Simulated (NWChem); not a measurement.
# One shape, several levels: C8H10S (ethyl phenyl sulfide)

Wanted: a comparison of 3 runs (HF/3-21G, PBE0/6-311G**, MP2/STO-3G) of C8H10S (ethyl phenyl sulfide). 

The calculation is run with NWChem 7.3.0.

### Step 1. The molecule

The species is C8H10S (19 atoms), meant as a singlet with charge 0. SMILES: `CCSc1ccccc1`. Geometry: relaxed at PBE0-D4/def2-TZVP. This is one conformer, not always the lowest.

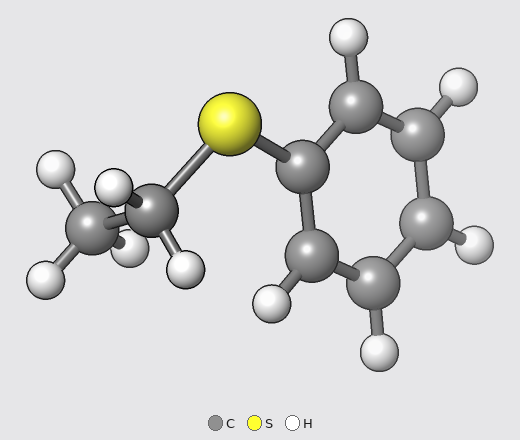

Viewed from a chosen angle; carbon grey, sulfur yellow, hydrogen white.

### Step 2. Energy and gradient at HF/3-21G (run 1)

File c8h10s.nw:

```
start c8h10s
title "C8H10S"
memory stack 880 mb heap 220 mb global 1100 mb

geometry units angstrom noautosym nocenter noautoz
  C    -2.114900   -1.237900    1.324900
  C    -2.442500    0.000000    0.514500
  S    -1.678200    0.045500   -1.117300
  C     0.035000    0.245900   -0.783900
  C     0.554500    0.709200    0.421500
  C     1.923300    0.872600    0.573300
  C     2.790100    0.589000   -0.469700
  C     2.273600    0.131900   -1.674300
  C     0.910800   -0.046400   -1.830300
  H    -1.043500   -1.317200    1.515800
  H    -2.427400   -2.138600    0.794200
  H    -2.629700   -1.209200    2.289600
  H    -3.511000    0.046200    0.289200
  H    -2.203500    0.919800    1.053700
  H    -0.100900    0.951200    1.248200
  H     2.311600    1.230900    1.520300
  H     3.858400    0.719800   -0.345500
  H     2.938400   -0.097900   -2.499300
  H     0.514200   -0.418900   -2.768400
end

basis spherical bse
  * library 3-21G
end

scf
  singlet
  rhf
  thresh 1e-08
  maxiter 80
end

task scf gradient
```

The run is started by

```bash
$ nwchem c8h10s.nw > c8h10s.out
```

What it wrote:

```text
[...]
  functions       =   105
[...]
  wavefunction    = RHF
[...]
         Total SCF energy =   -702.608066383420
      One-electron energy =  -1940.428257936533
      Two-electron energy =    744.600338594222
 Nuclear repulsion energy =    493.219852958890
        Time for solution =     17.5s
[...]
                         RHF ENERGY GRADIENTS
    atom               coordinates                        gradient
                 x          y          z           x          y          z
   1 C      -3.996581  -2.339292   2.503698   -0.003380   0.012762  -0.008559
   2 C      -4.615656   0.000000   0.972264    0.024117  -0.015407  -0.024207
   3 S      -3.171338   0.085983  -2.111391    0.020281   0.003117   0.033409
   4 C       0.066140   0.464684  -1.481356   -0.040911  -0.004942  -0.005572
   5 C       1.047853   1.340194   0.796520    0.004432  -0.000085   0.001439
   6 C       3.634510   1.648975   1.083380   -0.003842  -0.001998  -0.005059
   7 C       5.272524   1.113049  -0.887604   -0.003729  -0.000649  -0.001317
   8 C       4.296481   0.249255  -3.163968   -0.003760   0.001794   0.004684
   9 C       1.721162  -0.087683  -3.458765    0.002012   0.000759   0.000120
  10 H      -1.971929  -2.489147   2.864447    0.006143  -0.000305   0.001196
  11 H      -4.587121  -4.041368   1.500820   -0.001412  -0.005118  -0.002668
[...]
```

It took 21 s on 1 thread of AMD EPYC 7B13 (Zen 3), shared host; peak memory 0.099 GiB.

### Step 3. Energy and gradient at PBE0/6-311G(d,p) (run 2)

File a.nw:

```
start a
memory total 2200 mb

geometry units angstrom noautosym nocenter noautoz
  C    -2.114900   -1.237900    1.324900
  C    -2.442500    0.000000    0.514500
  S    -1.678200    0.045500   -1.117300
  C     0.035000    0.245900   -0.783900
  C     0.554500    0.709200    0.421500
  C     1.923300    0.872600    0.573300
  C     2.790100    0.589000   -0.469700
  C     2.273600    0.131900   -1.674300
  C     0.910800   -0.046400   -1.830300
  H    -1.043500   -1.317200    1.515800
  H    -2.427400   -2.138600    0.794200
  H    -2.629700   -1.209200    2.289600
  H    -3.511000    0.046200    0.289200
  H    -2.203500    0.919800    1.053700
  H    -0.100900    0.951200    1.248200
  H     2.311600    1.230900    1.520300
  H     3.858400    0.719800   -0.345500
  H     2.938400   -0.097900   -2.499300
  H     0.514200   -0.418900   -2.768400
end

basis spherical bse
  * library 6-311G**
end

dft
  xc pbe0
  grid fine
  convergence energy 1e-08
  maxiter 100
  mulliken
end

task dft gradient
```

The run is started by

```bash
$ nwchem a.nw > a.out
```

What it wrote:

```text
[...]
          Wavefunction type:  closed shell.
          No. of atoms     :    19
          No. of electrons :    74
[...]
          Charge           :     0
          Spin multiplicity:     1
[...]
          AO basis - number of functions:   230
[...]
              XC Information
              --------------
                         PBE0 Method XC Functional
                     Hartree-Fock (Exact) Exchange  0.250
          PerdewBurkeErnzerhof Exchange Functional  0.750
            Perdew 1991 LDA Correlation Functional  1.000 local
           PerdewBurkeErnz. Correlation Functional  1.000 non-local
[...]
 d= 0,ls=0.0,diis     1   -708.5472458826 -1.20D+03  2.95D-03  1.11D+00    19.2
[...]
 d= 0,ls=0.0,diis    11   -708.6269888651 -2.84D-10  7.20D-08  3.43D-10   180.7
         Total DFT energy =     -708.626988865140
      One electron energy =    -1946.847418136729
           Coulomb energy =      817.421893884220
    Exchange-Corr. energy =      -72.421317571521
 Nuclear repulsion energy =      493.219852958890
[...]
      Total Density - Mulliken Population Analysis
     ---------------------------------------------
    Atom       Charge   Shell Charges
 -----------   ------   -------------------------------------------------------
    1 C    6     6.31   1.10  0.89  0.64  0.74  1.56  0.46  0.88  0.05
    2 C    6     6.49   1.10  0.89  0.61  0.74  1.55  0.57  0.96  0.06
    3 S   16    15.83   0.77  1.19  0.93  1.06  1.09  0.79  1.86  4.03  1.04  2.53  0.46  0.07
    4 C    6     6.22   1.10  0.89  0.61  0.77  1.51  0.43  0.84  0.08
    5 C    6     6.07   1.10  0.89  0.64  0.76  1.50  0.40  0.72  0.06
    6 C    6     6.09   1.10  0.89  0.63  0.76  1.49  0.42  0.74  0.06
    7 C    6     6.11   1.10  0.89  0.64  0.76  1.50  0.42  0.74  0.06
    8 C    6     6.09   1.10  0.89  0.63  0.76  1.50  0.42  0.74  0.06
    9 C    6     6.08   1.10  0.89  0.64  0.76  1.50  0.41  0.73  0.06
   10 H    1     0.86   0.27  0.47  0.10  0.02
[...]
  wavefunction    = closed shell
                         DFT ENERGY GRADIENTS
    atom               coordinates                        gradient
                 x          y          z           x          y          z
   1 C      -3.996581  -2.339292   2.503698    0.000239   0.000744  -0.000801
   2 C      -4.615656   0.000000   0.972264    0.001802  -0.000316  -0.002768
   3 S      -3.171338   0.085983  -2.111391    0.004408  -0.000096   0.005261
   4 C       0.066140   0.464684  -1.481356   -0.002933   0.000244  -0.000206
   5 C       1.047853   1.340194   0.796520    0.001121  -0.000824  -0.001449
   6 C       3.634510   1.648975   1.083380   -0.001241  -0.000706  -0.001910
   7 C       5.272524   1.113049  -0.887604   -0.002179  -0.000330  -0.000360
   8 C       4.296481   0.249255  -3.163968   -0.001377   0.000345   0.001608
   9 C       1.721162  -0.087683  -3.458765    0.000537   0.000697   0.001705
  10 H      -1.971929  -2.489147   2.864447   -0.000733   0.000292  -0.000190
  11 H      -4.587121  -4.041368   1.500820    0.000219   0.000698   0.000192
[...]
```

Run time: 3.6 min. Hardware: 1 thread of AMD EPYC 7B13 (Zen 3), shared host; peak memory 0.17 GiB.

### Step 4. Energy and forces at MP2/STO-3G (run 3)

File c8h10s.nw:

```
echo
start c8h10s
title "C8H10S mp2"
memory 2200 mb
charge 0

geometry units angstroms noautosym nocenter noautoz
C    -2.114900   -1.237900    1.324900
C    -2.442500    0.000000    0.514500
S    -1.678200    0.045500   -1.117300
C     0.035000    0.245900   -0.783900
C     0.554500    0.709200    0.421500
C     1.923300    0.872600    0.573300
C     2.790100    0.589000   -0.469700
C     2.273600    0.131900   -1.674300
C     0.910800   -0.046400   -1.830300
H    -1.043500   -1.317200    1.515800
H    -2.427400   -2.138600    0.794200
H    -2.629700   -1.209200    2.289600
H    -3.511000    0.046200    0.289200
H    -2.203500    0.919800    1.053700
H    -0.100900    0.951200    1.248200
H     2.311600    1.230900    1.520300
H     3.858400    0.719800   -0.345500
H     2.938400   -0.097900   -2.499300
H     0.514200   -0.418900   -2.768400
end

basis spherical bse
C library STO-3G
S library STO-3G
H library STO-3G
end

scf
thresh 1e-08
maxiter 80
end

mp2
freeze core 13
tight
end

task mp2 gradient
```

The run is started by

```bash
$ nwchem c8h10s.nw > c8h10s.out
```

What it wrote:

```text
[...]
  functions       =    59
[...]
  wavefunction    = RHF
[...]
         Total SCF energy =   -698.232238357340
      One-electron energy =  -1940.571834771256
      Two-electron energy =    749.119743455025
 Nuclear repulsion energy =    493.219852958890
        Time for solution =     15.1s
[...]
          Total MP2 energy          -698.708123126788
[...]
                         mp2 ENERGY GRADIENTS
    atom               coordinates                        gradient
                 x          y          z           x          y          z
   1 C      -3.996581  -2.339292   2.503698   -0.001650   0.014845  -0.014944
   2 C      -4.615656   0.000000   0.972264    0.001098  -0.020573   0.015361
   3 S      -3.171338   0.085983  -2.111391    0.016319   0.004342   0.025803
   4 C       0.066140   0.464684  -1.481356    0.020932   0.002421  -0.004138
   5 C       1.047853   1.340194   0.796520    0.006098  -0.004093  -0.012349
   6 C       3.634510   1.648975   1.083380   -0.007218  -0.006574  -0.017740
   7 C       5.272524   1.113049  -0.887604   -0.017198  -0.002240  -0.002232
   8 C       4.296481   0.249255  -3.163968   -0.012231   0.004749   0.015898
   9 C       1.721162  -0.087683  -3.458765    0.002393   0.004771   0.014121
  10 H      -1.971929  -2.489147   2.864447   -0.009539   0.000611  -0.002041
  11 H      -4.587121  -4.041368   1.500820    0.003202   0.008539   0.004166
[...]
```

Run time: 37 s. Hardware: 1 thread of AMD EPYC 7B13 (Zen 3), shared host; peak memory 0.15 GiB.

### Step 5. Overview of the runs

```
run          level  iteration cap  module  energy (Eh)  dipole moment (D)  HOMO energy (eV)  LUMO energy (eV)  wall time
  1       HF/3-21G             80     scf  -702.608066               1.80             -8.16              3.86       21 s
  2  PBE0/6-311G**            100     dft  -708.626989               1.51             -6.02             -0.18    3.6 min
  3     MP2/STO-3G             80     mp2  -698.708123               0.91             -5.97              7.39       37 s
```

### Step 6. What came out

| quantity | value |
| --- | --- |
| run 3: total energy | -698.70812 Eh |
| run 3: dipole moment (of the density that the program reports) | 0.91 D |
| run 3: HOMO energy (Hartree–Fock orbitals) | -5.97 eV |
| run 3: LUMO energy (Hartree–Fock orbitals) | 7.39 eV |
| run 3: HOMO–LUMO gap (Hartree–Fock orbitals) | 13.37 eV |
| run 3: correlation energy (13 core orbitals frozen) | -475.9 mEh |
| run 3: largest force on an atom | 1.586 eV/Å |

**Reading.** The dipole moment (its size) runs from 0.91 D (MP2/STO-3G) to 1.80 D (HF/3-21G). The two ends differ in method and basis. In run 3 the basis is minimal, so the values are rough. All runs together took 4.6 min, the longest 3.6 min.
